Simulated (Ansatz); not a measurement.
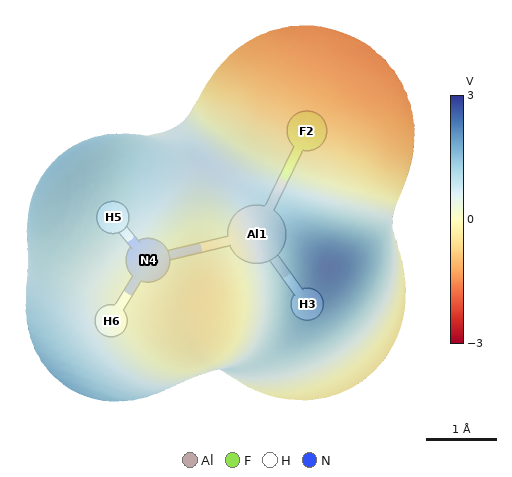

AlFH3N. The electrostatic potential painted on the density surface at 0.002 e/bohr³, seen at a tilt; red is negative and blue positive.

All numbers below come from Ansatz 0.2.0, RKS PBE-D4/def2-SVP.

Input file:

```
crystal:
  periodic: [false, false, false]
  atoms:
    - { symbol: Al, position_ang: [0.0, 0.0, 0.0] }
    - { symbol: F, position_ang: [0.0, 0.0, 1.69] }
    - { symbol: H, position_ang: [1.351, 0.0, -0.78] }
    - { symbol: "N", position_ang: [-1.6627, 0.0, -0.96] }
    - { symbol: H, position_ang: [-2.3316, -0.8164, -0.8614] }
    - { symbol: H, position_ang: [-1.9118, 0.8164, -1.5886] }
basis:
  gaussian: { orbitals: def2-SVP }
hamiltonian:
  xc: pbe
  dispersion: d4
relax:
  f_tol: 0.02
  max_steps: 40
output:
  orbitals: {}
```

Run with:

```sh
ansatz run input.yaml --threads 1 --pin off --max-ram 2048MiB --backend cpu --events-out ev --progress --plain --runs-dir out
```

The fields are those of the run's last geometry, not of the input's.

Which sites attract a positive test charge, and which a negative one?

A positive charge is drawn to the negative regions and a negative charge to the positive ones. The most negative region (about −1.4 V, or −32 kcal/mol for a unit charge) lies over F2, the most positive (about +2.5 V, or +58 kcal/mol for a unit charge) over Al1.
